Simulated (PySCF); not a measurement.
H5AlO5SSi, SMILES [OH][Al]([OH])[S][Si](O)(O)O at its PBE0/def2-SVP optimised geometry (Å):

```
13

Si     1.3225     0.1002     0.0000
O      2.2445    -1.0683    -0.6928
O      2.2790     1.4374     0.0779
O      0.0298     0.3217    -1.1419
S      0.0887    -0.2838     1.6152
Al    -1.5048     0.1002     0.0000
O     -2.2423     1.6432     0.0000
O     -2.4697    -1.2313    -0.4739
H      3.1928    -1.0014    -0.5442
H      1.9752     2.1315     0.6726
H      0.1305     0.3691    -2.1004
H     -3.1928     1.7372     0.0751
H     -2.3000    -2.1315    -0.1940
```

Method: PySCF 2.14.0 with PBE0/def2-TZVP. Cells within 0.4 Å of a nucleus heavier than hydrogen are left out (blank, or x).

Map of the Laplacian of the electron density (e/bohr⁵), clipped to [-1.50, 1.50] on the plane z = 0.0 Å:

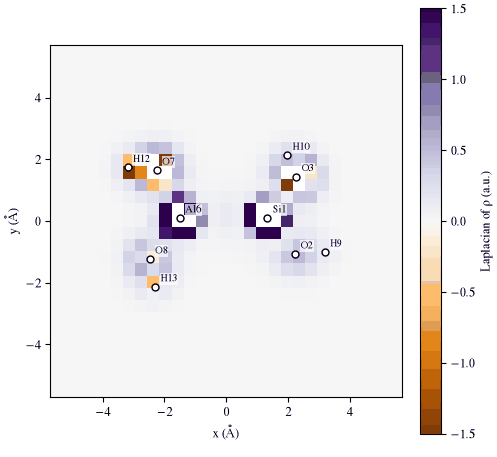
*Laplacian of the electron density (e/bohr⁵), clipped to [-1.50, 1.50] on the plane z = 0.0 Å.*
